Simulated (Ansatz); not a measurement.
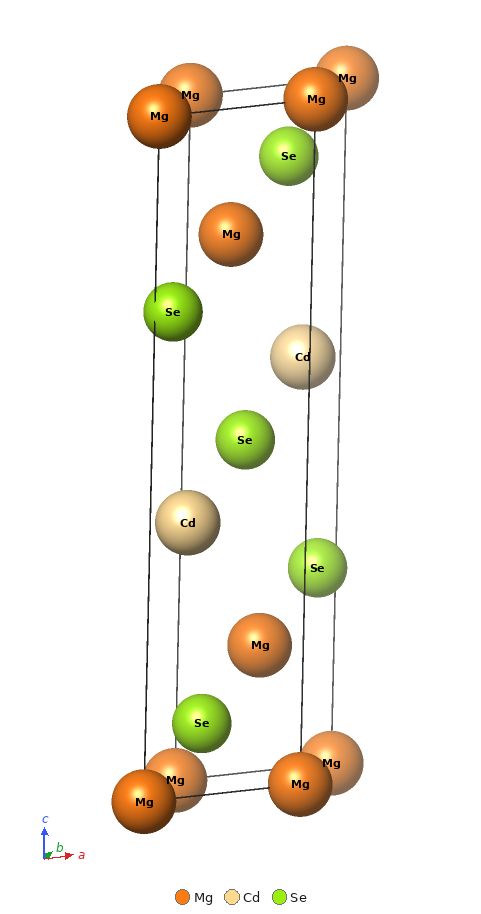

Drawn in the spheres-only manner and seen slightly off an axis. Lines trace the edges of the cell (the run's own, in a reduced setting).

```yaml
crystal:
  lattice:
    - [-1.98033, 3.43003, 0.00000]
    - [-3.96066, 0.00000, 0.00000]
    - [-1.98033, 1.14334, 16.20549]
  atoms:
    - { symbol: Mg, position: [0.00000, 0.00000, 0.00000] }
    - { symbol: Mg, position: [0.39817, 0.39817, 0.80548] }
    - { symbol: Mg, position: [0.60183, 0.60183, 0.19452] }
    - { symbol: Cd, position: [0.79861, 0.79861, 0.60417] }
    - { symbol: Cd, position: [0.20139, 0.20139, 0.39583] }
    - { symbol: Se, position: [0.69905, 0.69905, 0.90284] }
    - { symbol: Se, position: [0.09689, 0.09689, 0.70934] }
    - { symbol: Se, position: [0.50000, 0.50000, 0.50000] }
    - { symbol: Se, position: [0.90311, 0.90311, 0.29066] }
    - { symbol: Se, position: [0.30095, 0.30095, 0.09716] }
```

Results below were computed with DFT r2SCAN, scalar-relativistic, plane waves, PAW (Ansatz); the settings were 500 eV cutoff, k-points about 0.15 Å⁻¹ apart, Gaussian smearing of 0.02 eV, no spin polarisation.

What are the atomic charges by Bader's partition?

Answer. Mg +1.69 e; Cd +0.93 e; Se -1.69 to -0.92 e. The transfer is large, as in an ionic solid.

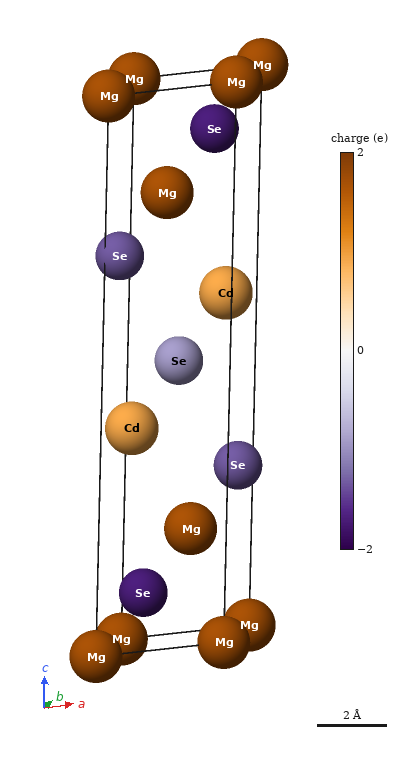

The atoms coloured by those charges.

The model was built from a structure type filled with these elements by a generator (whether the compound takes this form wasn't checked). Earlier steps of the study, as a rule a relaxation of our own, may have changed the cell and positions, so they can lie some per cent off the listed ones. It was run through Ansatz as a DFT input.
